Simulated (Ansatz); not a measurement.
## From SnF4 to SnI4: predicting a member

On one Sn centre, n of the F ligands are replaced by I. The atomisation energy (no zero-point term) y in kJ/mol at CCSD(T)/def2-TZVPP. Shapes: PBE0-D4/def2-TZVP. Programs: Ansatz 0.2.0.

```
molecule  n  y (kJ/mol)
    SnF4  0        1662
   SnIF3  1           ?
  SnI2F2  2        1299
    SnI4  4         924
```

Fit y = c + s·n to the known rows and predict SnIF3.


1. Means of the 3 rows: n = 2.00000, y = 1295.0.
2. Σ(Δn)² = 8, Σ(Δn·Δy) = -1476, so the slope is -1476/8 = -184.5.
3. Intercept: 1295.0 − (-184.5) × 2.00000 = 1664.0. The largest residual of the fit is 4.0.
4. SnIF3: 1664.0 + (-184.5) × 1 = 1480 kJ/mol.

The run gave 1485 kJ/mol, so the prediction is off by -5 kJ/mol, more than the largest residual. The steps are nearly additive. The slope is the difference between a Sn–I and a Sn–F bond. Other levels give for SnIF3: HF/def2-SVP 911; PBE0-D4/def2-TZVPP 1507; MP2/def2-TZVPP 1580 kJ/mol. Spin-orbit coupling of the free atoms (F 2, I 30 kJ/mol each; the atoms kept shift only the intercept) is left out. Coupled cluster in double- or triple-zeta sets underbinds by a few per cent against its basis-set limit. For atoms past krypton def2 sets carry core potentials with scalar relativity. Outer-core shells of I, Sn are correlated, in sets that cover them unevenly.

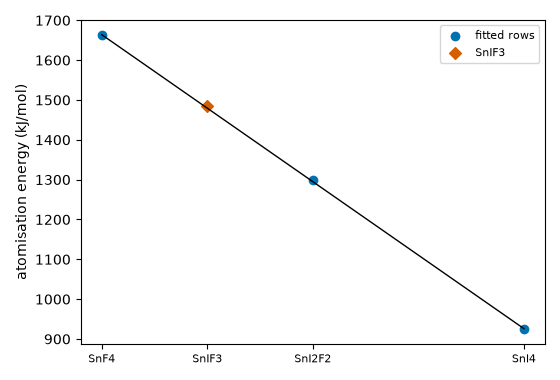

The fitted line, with the withheld member.
